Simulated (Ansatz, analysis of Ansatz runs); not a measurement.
# An added electron started on Ni in K3Ni2F7 (I4/mmm)

Aim: the energy barrier that a trapped electron meets when it moves from one Ni atom to another one nearby in K3Ni2F7 (I4/mmm). The model is a cell of 48 host atoms.

Method: plane-wave PAW DFT, PBEsol+U; relaxation of all atoms of a supercell at fixed charge in a uniform background; PAW set soft_1, in Ansatz 0.2.0.

## 1. The starting structure

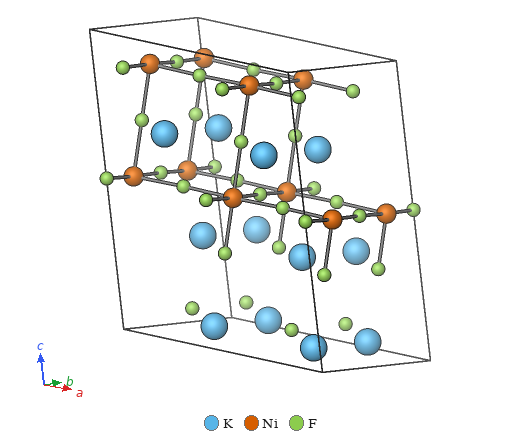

Start, viewed slightly off an axis; potassium blue, nickel orange, fluorine green. Some periodic images of atoms are drawn too.

The cell holds 48 atoms: 12 K, 8 Ni and 28 F. Cell: a = 8.039 Å, b = 8.039 Å, c = 10.854 Å, α = 100.7°, β = 100.7°, γ = 90.0°. It derives from K3Ni2F7 (space group I4/mmm). Nearest the centre at fractional (0.452, 0.702, 0.808): F19 at 0.03 Å, Ni17 at 2.01 Å, Ni5 at 2.01 Å, K13 at 2.73 Å, K37 at 2.73 Å, F24 at 2.83 Å, F12 at 2.83 Å, F8 at 2.84 Å.

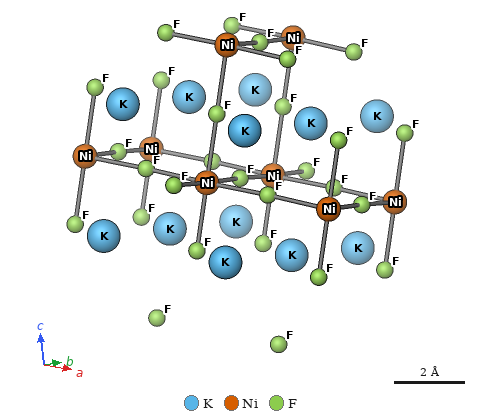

The atoms within 5 Å of the centre.

Hubbard terms: Ni d 4.5 eV. They were chosen, not fitted, to curb self-interaction in the shells named, the trial site's among them. The two sites are Ni5 and Ni17. The cell's shortest repeat is 8.0 Å. The host's moments were started antiferromagnetic in the unit cell, high spin; both sites carry the same spin direction.

## 2. The cell without the carrier

The neutral cell is relaxed first, from small random displacements, so that bond lengths and moments with the carrier can be set beside those of a relaxed cell without it.

Input file neutral.relax/input.yaml:

```yaml
crystal:
  lattice:
    - [0.0, -8.03871387, 0.0]
    - [8.03871387, 0.0, 0.0]
    - [-2.00967847, 2.00967847, 10.47571861]
  atoms:
    - { symbol: K, position: [0.157935, 0.157935, 0.63174] }
    - { symbol: K, position: [0.342065, 0.342065, 0.36826] }
    - { symbol: K, position: [0.25, 0.25, 0.0] }
    - { symbol: Ni, position: [0.048121, 0.048121, 0.192486], spin: 2.0 }
    - { symbol: Ni, position: [0.451879, 0.451879, 0.807514], spin: -2.0 }
    - { symbol: F, position: [0.0, 0.0, 0.0] }
    - { symbol: F, position: [0.452563, 0.202563, 0.81025] }
    - { symbol: F, position: [0.202563, 0.452563, 0.81025] }
    - { symbol: F, position: [0.047437, 0.297437, 0.18975] }
    - { symbol: F, position: [0.297437, 0.047437, 0.18975] }
    - { symbol: F, position: [0.09561, 0.09561, 0.382439] }
    - { symbol: F, position: [0.40439, 0.40439, 0.617561] }
    - { symbol: K, position: [0.157935, 0.657935, 0.63174] }
    - { symbol: K, position: [0.342065, 0.842065, 0.36826] }
    - { symbol: K, position: [0.25, 0.75, 0.0] }
    - { symbol: Ni, position: [0.048121, 0.548121, 0.192486], spin: 2.0 }
    - { symbol: Ni, position: [0.451879, 0.951879, 0.807514], spin: -2.0 }
    - { symbol: F, position: [0.0, 0.5, 0.0] }
    - { symbol: F, position: [0.452563, 0.702563, 0.81025] }
    - { symbol: F, position: [0.202563, 0.952563, 0.81025] }
    - { symbol: F, position: [0.047437, 0.797437, 0.18975] }
    - { symbol: F, position: [0.297437, 0.547437, 0.18975] }
    - { symbol: F, position: [0.09561, 0.59561, 0.382439] }
    - { symbol: F, position: [0.40439, 0.90439, 0.617561] }
    - { symbol: K, position: [0.657935, 0.157935, 0.63174] }
    - { symbol: K, position: [0.842065, 0.342065, 0.36826] }
    - { symbol: K, position: [0.75, 0.25, 0.0] }
    - { symbol: Ni, position: [0.548121, 0.048121, 0.192486], spin: 2.0 }
    - { symbol: Ni, position: [0.951879, 0.451879, 0.807514], spin: -2.0 }
    - { symbol: F, position: [0.5, 0.0, 0.0] }
    - { symbol: F, position: [0.952563, 0.202563, 0.81025] }
    - { symbol: F, position: [0.702563, 0.452563, 0.81025] }
    - { symbol: F, position: [0.547437, 0.297437, 0.18975] }
    - { symbol: F, position: [0.797437, 0.047437, 0.18975] }
    - { symbol: F, position: [0.59561, 0.09561, 0.382439] }
    - { symbol: F, position: [0.90439, 0.40439, 0.617561] }
    - { symbol: K, position: [0.657935, 0.657935, 0.63174] }
    - { symbol: K, position: [0.842065, 0.842065, 0.36826] }
    - { symbol: K, position: [0.75, 0.75, 0.0] }
    - { symbol: Ni, position: [0.548121, 0.548121, 0.192486], spin: 2.0 }
    - { symbol: Ni, position: [0.951879, 0.951879, 0.807514], spin: -2.0 }
    - { symbol: F, position: [0.5, 0.5, 0.0] }
    - { symbol: F, position: [0.952563, 0.702563, 0.81025] }
    - { symbol: F, position: [0.702563, 0.952563, 0.81025] }
    - { symbol: F, position: [0.547437, 0.797437, 0.18975] }
    - { symbol: F, position: [0.797437, 0.547437, 0.18975] }
    - { symbol: F, position: [0.59561, 0.59561, 0.382439] }
    - { symbol: F, position: [0.90439, 0.90439, 0.617561] }
basis:
  ecutwfc: 420
  xc_grid: 2
hamiltonian:
  xc: pbesol
  hubbard:
    sites: [{ species: Ni, l: d, u_eff: 4.5 }]
    projectors: ortho-atomic
  pseudopotentials: { kind: paw, azcp: { folder: soft_1 }, xc_functional: pbe }
kpoints:
  mp_grid: { grid: [1, 1, 1] }
magnetization:
  spin_polarized: true
  initial_magnetization: 0
  spin_locking: { lock_magnetization: hard }
scf:
  occupations: { method: fermi_dirac, width: 0.01 }
  max_iter: 120
  lower_state_search: "off"
output:
  forces: true
relax:
  f_tol: 0.02
  max_steps: 70
  random_displacement: { amplitude: 0.04, seed: 2619 }
checkpoint:
  write: "../neutral.relax.run"
  compress: false
  write_wavefunctions: true
  write_every: 100000
```

Launch:

```bash
$ ansatz run input.yaml --threads 4 --pin off --max-ram 9420MiB --backend cpu --events-out ev --progress --plain --runs-dir out
```

Numbers of over 12 decimals in the logs are rounded to 6 here.

What it wrote:

```text
[... repeated set-up lines and file paths are left out, and long positions are rounded to six places ...]
Engine: ansatz 0.2.0, x86_64-unknown-linux-gnu
Pseudopotentials: kind: paw
Pseudopotential: K, paw, valence charge 9, recommended cutoff 420 eV (normal), soft_1/K.paw.azcp
Pseudopotential: Ni, paw, valence charge 18, recommended cutoff 420 eV (normal), soft_1/Ni.paw.azcp
Pseudopotential: F, paw, valence charge 7, recommended cutoff 420 eV (normal), soft_1/F.paw.azcp
Functional definition: PBEsol
  exchange = pbesol_x
  correlation = pbesol_c
Crystal: 48 atoms, lattice volume = 676.951 Å³
Basis set: ecut = 420 eV, 13217 PW (Γ), exchange–correlation on 108×108×150 points (8 copies of the dense FFT grid, shifted against one another)
Bands: 272, of which v1, the nominal top of the filled ones, is band 224 counted from 1 (223 counted from 0)
Symmetry: 1 space group operations
k-points: 1
Non-local potential: K, projectors of the file, l = 0: 3, l = 1: 2, l = 2: 2
Non-local potential: Ni, projectors of the file, l = 0: 3, l = 1: 2, l = 2: 3, l = 3: 1
Non-local potential: F, projectors of the file, l = 0: 2, l = 1: 2, l = 2: 1
PAW form: soft (Blöchl's): semilocal exchange-correlation on the pseudo side does not see the compensation charge
PAW frozen core: K, regenerated for the run's functional, and the local potential with it (the file was generated under x = pbe(κ = 0.804, μ = 0.219515), c = pbe(β = 0.066725))
PAW frozen core: Ni, regenerated for the run's functional, and the local potential with it (the file was generated under x = pbe(κ = 0.804, μ = 0.219515), c = pbe(β = 0.066725))
[...]
atom  19  F      0.00223581     0.00083925     0.00188918
  atom  20  F      0.00044663     0.00233723    -0.00357542
  [... 3 atoms left out ...]
  atom  24  F      0.00083920    -0.00181862    -0.00057679
  [... 7 atoms left out ...]
  atom  32  F      0.00248710     0.00016553     0.00068825
  [... 4 atoms left out ...]
  atom  37  K      0.00040294    -0.00044321     0.00241282
  [... 11 atoms left out ...]
  max |Σ_I F_I| component: 5.00e-5 eV/Å
--- Band table (eV) ---
  k-point 0 ↑: bands = ["-98.7256", "-98.7252", "-98.7248", "-98.7237", [... 264 left out ...] "14.8258", "14.8509", "14.8512", "15.2178"]
  k-point 0 ↓: bands = ["-98.7257", "-98.7251", "-98.7248", "-98.7237", [... 264 left out ...] "14.8257", "14.8510", "14.8511", "15.2178"]
Occupation matrices written to <dir>
--- Relaxed structure (4 steps of the walk, 4 accepted, 0 SCFs on fresh bases) ---
  F+E_penalty+E_count = -87068.96492269 eV   max|allowed force component| = 1.050e-2 eV/Å
  atoms:
    - { symbol: K, position: [0.158700, 0.158062, 0.631880] }
    - { symbol: K, position: [0.342829, 0.342082, 0.368450] }
[...]
- { symbol: Ni, position: [0.452580, 0.451873, 0.807483] }
[...]
- { symbol: F, position: [0.203415, 0.452786, 0.810652] }
[...]
- { symbol: F, position: [0.404775, 0.403793, 0.617367] }
    - { symbol: K, position: [0.158609, 0.658008, 0.631938] }
[...]
- { symbol: Ni, position: [0.452568, 0.951851, 0.807385] }
    [... 1 atom left out ...]
    - { symbol: F, position: [0.453429, 0.702389, 0.809744] }
    - { symbol: F, position: [0.203436, 0.952434, 0.810754] }
    [... 3 atoms left out ...]
    - { symbol: F, position: [0.404690, 0.904725, 0.617326] }
    [... 7 atoms left out ...]
    - { symbol: F, position: [0.703274, 0.452136, 0.810018] }
    [... 4 atoms left out ...]
    - { symbol: K, position: [0.658670, 0.657843, 0.631785] }
    [... 11 atoms left out ...]
[key lines of the parts left out:]
SCF converged after 8 iterations
Magnetization: 0.0000 μB (224.0000 up, 224.0000 down)
Free energy (F): -87068.964923 eV
Fermi energy:    6.039686 (↑ 6.039641, ↓ 6.039731) eV
```

Run time: 27 s. Hardware: 4 threads of AMD EPYC 9B14 (Zen 4), shared host; peak memory 1.4 GiB; 1.7 min of CPU time.

The largest displacement from an ideal site is 0.011 Å.

(Part 1 of 2 ends here.)

[Logs are printed without paths, hosts, clocks, repeated set-up lines and the standing remarks that a program may print on its own settings, such as how far it seeks lower states.]

[Hosts, paths, dates, database ids (printed as entryN), source tags and the programs' standing remarks are cut or masked in the printed files.]
